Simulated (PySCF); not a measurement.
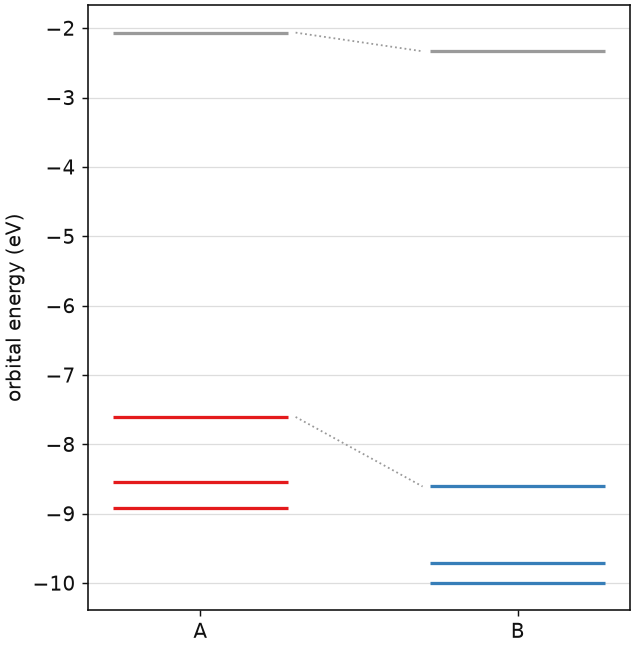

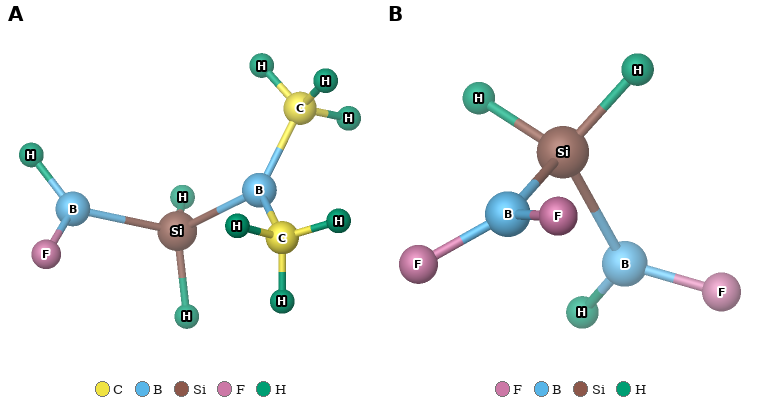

Related molecules: A is C₂H₉B₂FSi, SMILES CB(C)[SiH2]BF; B is B₂SiH₃F₃, SMILES FB[SiH2]B(F)F. Frontier orbital energies, PBE0/def2-SVPD with PySCF, at a GFN2-xTB geometry (no frequency check); drawn are at most three filled levels and, in grey, the LUMO with any level within 0.03 eV of it; dotted lines join the HOMOs and the LUMOs.

Question: What does the change do to the frontier levels?

Answer: From A to B the HOMO falls by 1.00 eV and the LUMO falls by 0.27 eV, so the separation goes from 5.54 to 6.27 eV.

Caveats, for all or some of the runs: one conformer of a flexible molecule; the tight-binding geometry is rougher than a DFT one and adds to the error.
